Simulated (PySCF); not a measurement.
## Sb₃₁H₁₅: excited-state calculation

The run: excited-state calculation of Sb₃₁H₁₅. Method and program: TDDFT PBE/def2-SVP, vertical, gas phase, core orbitals frozen in the response (PySCF 2.14.0).

The geometry comes from this level: GFN1-xTB.

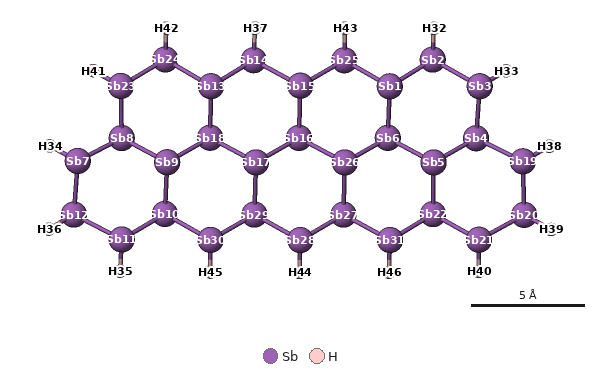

Figure 1. The input geometry (ball-and-stick view, seen on its broad side; atoms are numbered from 1 in the order of the input). Sticks mark near contacts. Bond lengths as drawn: H–Sb 1.70 Å and Sb–Sb 2.75 to 2.76 Å.

Results in brief:

```tsv
quantity	value
outcome	converged
total energy	−7457.562385 hartree
HOMO	−5.18 eV
LUMO	−2.87 eV
dipole moment	0.13 D
mean polarisability	1660.77 a.u.
lowest singlet excitation	2.33 eV
hardware	4 CPU threads, shared host
wall time	4.3 min (CPU time 12 min)
peak memory	3.1 GiB
```

Notes:

Spin–orbit coupling is left out, which matters for the heavy atoms. Checks after the run noted: ip_vertical: open-shell SCF did not converge.

The input:
```
{"job": {"kind": "uv", "basis": "def2-SVP", "grid": 1, "kgrid": 0, "vcut": null, "nstates": 6, "ntriplets": 2, "tda": false, "delta": ["ip_vertical"], "pop": true, "xc": "PBE"}, "charge": 0, "multiplicity": 1}
Sb    -3.968640     3.089256    -0.776963
Sb    -5.935197     4.295893     0.725281
Sb    -7.966147     3.097754    -0.688721
Sb    -7.866373     0.809636     0.836221
Sb    -5.913652    -0.285600    -0.772196
Sb    -3.943787     0.823727     0.795563
Sb     9.880087    -0.232685    -0.724027
Sb     7.865919     0.806492     0.838111
Sb     5.913563    -0.286693    -0.772160
Sb     5.952104    -2.559115     0.787444
Sb     7.929227    -3.711503    -0.743888
Sb     9.996161    -2.591703     0.682393
Sb     3.969570     3.089225    -0.775557
Sb     2.012139     4.263804     0.760507
Sb     0.000469     3.116995    -0.729162
Sb    -0.000331     0.818301     0.796333
Sb     1.972052    -0.289726    -0.772615
Sb     3.943641     0.822636     0.795541
Sb    -9.879951    -0.232104    -0.724979
Sb    -9.996330    -2.589400     0.684299
Sb    -7.930427    -3.711118    -0.742058
Sb    -5.951805    -2.558237     0.787103
Sb     7.967599     3.096840    -0.683445
Sb     5.935186     4.294344     0.729168
Sb    -2.011696     4.263485     0.759990
Sb    -1.972760    -0.289058    -0.773008
Sb    -1.976849    -2.584028     0.757570
Sb    -0.000011    -3.734494    -0.772390
Sb     1.976322    -2.584337     0.758434
Sb     3.982409    -3.729222    -0.739788
Sb    -3.982818    -3.727599    -0.741676
H     -5.936675     5.673562    -0.269331
H     -9.167716     3.794789     0.288555
H     11.090524     0.449127     0.251645
H      7.959192    -5.107498     0.223350
H     11.152881    -3.250317    -0.375521
H      1.998103     5.676592    -0.179659
H    -11.090842     0.451334     0.249340
H    -11.154049    -3.249262    -0.371841
H     -7.960877    -5.106217     0.226444
H      9.167817     3.792444     0.296738
H      5.938181     5.673095    -0.264015
H     -1.997452     5.676897    -0.179304
H     -0.000467    -5.156061     0.155697
H      3.965123    -5.145717     0.195095
H     -3.965672    -5.145032     0.191842
```

The first line tells a small driver script what to run in PySCF; the rest is the geometry in Å.

Command:
```bash
OMP_NUM_THREADS=4 python <driver script> task.json out
```

The program's output:
```
start: PBE on a coarse grid of 269016 points
cycle   1  E = -7177.9371914852  dE = -5.811e+02  |g| = 2.337e+01  |ddm| = 7.206e+01
cycle   2  E = -1230.5322329194  dE =  5.947e+03  |g| = 4.610e+01  |ddm| = 8.668e+02
cycle   3  E = -5196.7123551939  dE = -3.966e+03  |g| = 3.886e+01  |ddm| = 1.019e+03
cycle   4  E = -7061.1728623244  dE = -1.864e+03  |g| = 2.193e+01  |ddm| = 5.393e+02
cycle   5  E = -6033.6100254036  dE =  1.028e+03  |g| = 3.703e+01  |ddm| = 1.185e+02
cycle   6  E = -7162.0430440248  dE = -1.128e+03  |g| = 1.841e+01  |ddm| = 9.119e+01
cycle   7  E = -7337.4512434541  dE = -1.754e+02  |g| = 1.240e+01  |ddm| = 3.305e+01
cycle   8  E = -6169.3662716516  dE =  1.168e+03  |g| = 3.124e+01  |ddm| = 3.103e+02
cycle   9  E = -7338.5955712121  dE = -1.169e+03  |g| = 1.378e+01  |ddm| = 3.026e+02
cycle  10  E = -7080.6635827178  dE =  2.579e+02  |g| = 2.043e+01  |ddm| = 3.891e+01
cycle  11  E = -7001.9492520780  dE =  7.871e+01  |g| = 2.324e+01  |ddm| = 7.486e+01
cycle  12  E = -7364.5361796723  dE = -3.626e+02  |g| = 1.148e+01  |ddm| = 7.083e+01
cycle  13  E = -7142.2717079641  dE =  2.223e+02  |g| = 1.922e+01  |ddm| = 4.078e+01
cycle  14  E = -7448.9248075634  dE = -3.067e+02  |g| = 3.809e+00  |ddm| = 3.099e+01
cycle  15  E = -7348.5322532470  dE =  1.004e+02  |g| = 1.219e+01  |ddm| = 2.481e+01
cycle  16  E = -7356.6601149417  dE = -8.128e+00  |g| = 1.261e+01  |ddm| = 2.464e+01
cycle  17  E = -7432.0393595998  dE = -7.538e+01  |g| = 5.345e+00  |ddm| = 2.335e+01
cycle  18  E = -7429.7006644019  dE =  2.339e+00  |g| = 6.193e+00  |ddm| = 1.640e+01
cycle  19  E = -7457.3741929608  dE = -2.767e+01  |g| = 6.538e-01  |ddm| = 1.180e+01
cycle  20  E = -7456.7767153046  dE =  5.975e-01  |g| = 1.375e+00  |ddm| = 3.533e+00
cycle  21  E = -7457.4803839669  dE = -7.037e-01  |g| = 4.195e-01  |ddm| = 2.593e+00
cycle  22  E = -7457.5562950960  dE = -7.591e-02  |g| = 1.201e-01  |ddm| = 9.601e-01
cycle  23  E = -7457.5590269169  dE = -2.732e-03  |g| = 8.661e-02  |ddm| = 3.372e-01
cycle  24  E = -7457.5620132376  dE = -2.986e-03  |g| = 3.058e-02  |ddm| = 1.930e-01
cycle  25  E = -7457.5622823806  dE = -2.691e-04  |g| = 1.643e-02  |ddm| = 6.799e-02
cycle  26  E = -7457.5623752298  dE = -9.285e-05  |g| = 5.405e-03  |ddm| = 3.150e-02
final grid: 269016 points
cycle  27  E = -7457.5622414886  dE =  1.337e-04  |g| = 1.923e-02  |ddm| = 4.139e-02
cycle  28  E = -7457.5602199512  dE =  2.022e-03  |g| = 7.522e-02  |ddm| = 1.494e-01
cycle  29  E = -7457.5623705337  dE = -2.151e-03  |g| = 6.217e-03  |ddm| = 1.184e-01
cycle  30  E = -7457.5623863023  dE = -1.577e-05  |g| = 1.421e-03  |ddm| = 1.242e-02
cycle  31  E = -7457.5623884200  dE = -2.118e-06  |g| = 2.858e-04  |ddm| = 2.837e-03
cycle  32  E = -7457.5623854995  dE =  2.921e-06  |g| = 9.538e-05  |ddm| = 7.167e-04
converged SCF energy = -7457.5623854995

Static polarisability (au): isotropic 1660.774, principal 739.924 1525.486 2716.913

Singlet excitations
state   eV       nm        f      main configurations
  1   2.3334    531.3   0.00018   H->L 0.92
  2   2.3438    529.0   0.00222   H-1->L 0.97
  3   2.3539    526.7   0.00085   H-2->L 0.91
  4   2.3693    523.3   0.00293   H-3->L 0.96
  5   2.3911    518.5   0.00232   H-4->L 0.93
  6   2.4361    508.9   0.00116   H->L+1 0.92

Triplet excitations (Tamm-Dancoff, eV): 2.2660 2.2808
```

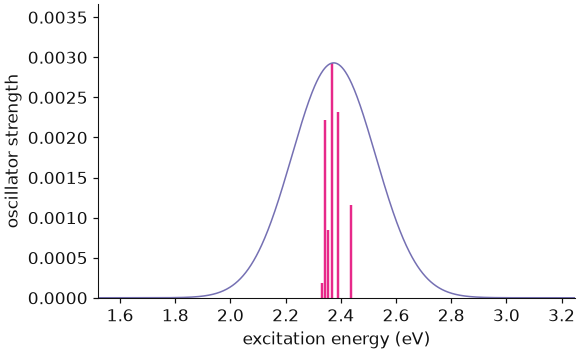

Figure 2. Computed excitations as sticks (degenerate states added up, dark ones marked on the axis), with a Gaussian envelope of 0.35 eV full width at half maximum, scaled to the tallest. Of the 6 states the lowest lies at 2.33 eV (f = 0.000); the strongest line is at 2.37 eV, or 523 nm (f = 0.003).

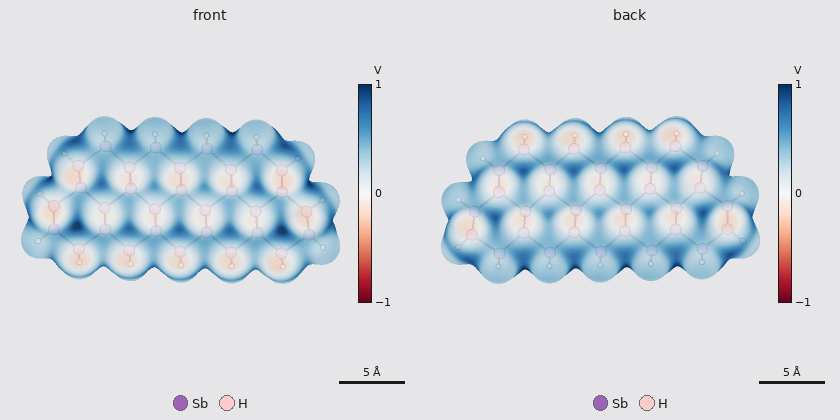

Figure 3. The molecular electrostatic potential painted on the density surface at 0.002 e/bohr³, seen at a tilt and from behind; the colour scale runs from red (negative) to blue (positive).

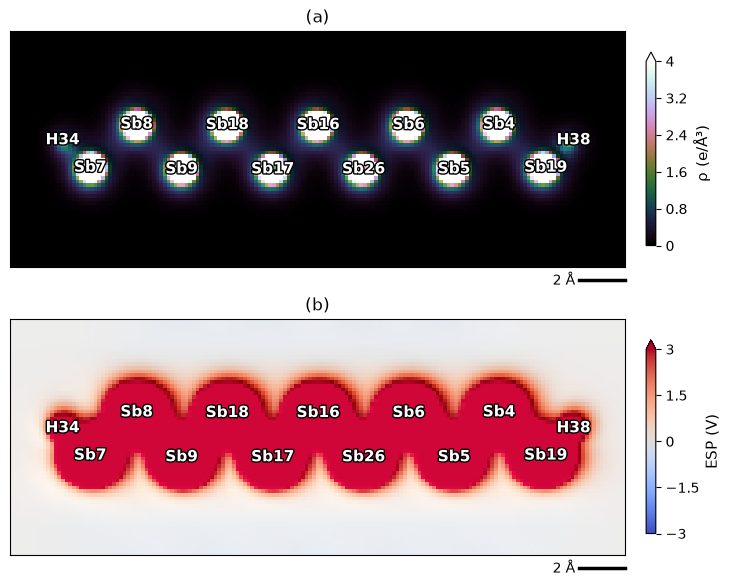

Figure 4. (a) electron density; (b) molecular electrostatic potential on the plane of atoms Sb5, Sb4 and Sb19. The section cuts through Sb and H sites. Sb–Sb (2.76 Å): ρ is about 0.44 e/Å³ halfway. Sb–H (1.70 Å): ρ at the midpoint is about 1.1 e/Å³, with its minimum of 0.77 e/Å³ about 1.1 Å from Sb. The potential has no marked negative region in this plane.

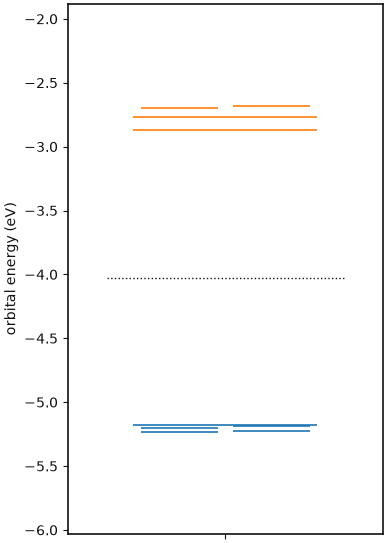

Figure 5. Orbital energies near the frontier; the dotted line parts filled from empty levels, and levels within 0.02 eV of each other stand side by side. Highest filled −5.18 eV, lowest empty −2.87 eV, 2.31 eV apart.
